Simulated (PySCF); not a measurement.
**GaCl (SMILES [Cl][Ga]) at wB97M-V/cc-pVTZ**

Aim: the vertical singlet–triplet gap of GaCl at wB97M-V/cc-pVTZ, from 2 runs. The job is set up through a Python script.

The results are computed with PySCF 2.14.0.

3 further runs of the same task are left out: 3 set aside as unsound or not needed.

**1. The structure to begin with**

GaCl has 2 atoms, charge 0, and is taken as a singlet. SMILES: `[Cl][Ga]`. Geometry: a GFN2-xTB relaxation, a rough one for these elements and not checked as a minimum.

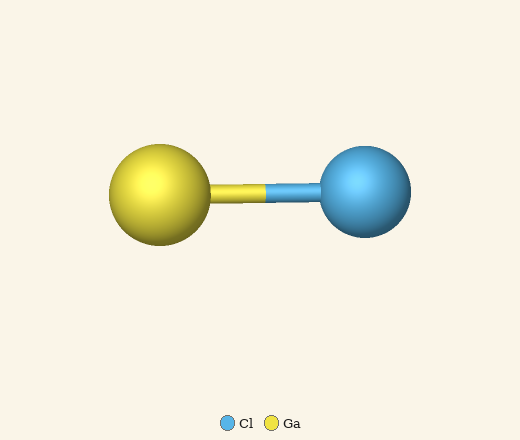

The structure, seen from a chosen angle (chlorine blue, gallium yellow).

**2. The energy at wB97M-V/cc-pVTZ**

File calc.py:

```python
from pyscf import gto, dft

mol = gto.M(
    atom='''
Cl     0.000000     0.000000     0.000000
Ga     0.000000     0.000000     4.098060
''',
    max_memory=1860,
    basis='cc-pvtz',
    verbose=3,
    unit='bohr',
)

mf = dft.RKS(mol, xc='wb97m-v')
mf.conv_tol = 1e-10
mf.grids.level = 5
mf.nlcgrids.level = 1
mf.kernel()
if not mf.converged:
    mf = mf.newton().run(mf.mo_coeff, mf.mo_occ)

e_final = mf.e_tot
print('E = %.10f Eh' % e_final)
```

The run is started by

```
$ OMP_NUM_THREADS=1 python calc.py
```

What it wrote:

```text
converged SCF energy = -2385.05433157098
E = -2385.0543315710 Eh
```

Wall time 26 s (1 thread of Arm Neoverse V2, shared host); peak memory 0.39 GiB.

**3. The triplet, same level**

File start.xyz:

```xyz
2
ClGa
Cl     0.000000     0.000000     0.000000
Ga     0.000000     0.000000     2.168600
```

File calc.py:

```python
from pyscf import gto, dft

mol = gto.Mole()
mol.atom = 'start.xyz'
mol.charge = 0
mol.spin = 2
mol.verbose = 3
mol.basis = 'cc-pvtz'
mol.max_memory = 1860
mol.build()

calc0 = dft.UKS(mol)
calc0.xc = 'wb97m-v'
calc0.conv_tol = 1e-10
calc0.nlcgrids.level = 1
calc0.grids.level = 5
calc0.kernel()
if not calc0.converged:
    calc0 = calc0.newton().run(calc0.mo_coeff, calc0.mo_occ)

e_tot = calc0.e_tot
print(f'total energy: {e_tot:.8f} hartree')
```

The run is started by

```
$ OMP_NUM_THREADS=1 python calc.py
```

What it wrote:

```text
WARN: HOMO -0.011764285912447 >= LUMO -0.284783171810687

converged SCF energy = -2384.91969756716  <S^2> = 2.0037222  2S+1 = 3.0024804
total energy: -2384.91969757 hartree
```

It took 40 s on 1 thread of Arm Neoverse V2, shared host; peak memory 0.4 GiB.

**4. What came out**

At wB97M-V/cc-pVTZ:

```
                                        quantity           value
                           singlet: total energy  -2385.05433 Eh
                          singlet: dipole moment          2.06 D
                            singlet: HOMO energy        -9.50 eV
                            singlet: LUMO energy         0.10 eV
                          singlet: HOMO–LUMO gap         9.60 eV
                           triplet: total energy  -2384.91970 Eh
                          triplet: dipole moment          1.65 D
     triplet: HOMO energy (highest over α and β)        -5.94 eV
      triplet: LUMO energy (lowest over α and β)        -3.44 eV
                                   triplet: ⟨S²⟩           2.004
vertical energy of the triplet above the singlet        3.664 eV
```

At this shape the triplet lies 3.66 eV (84 kcal/mol) above the singlet.
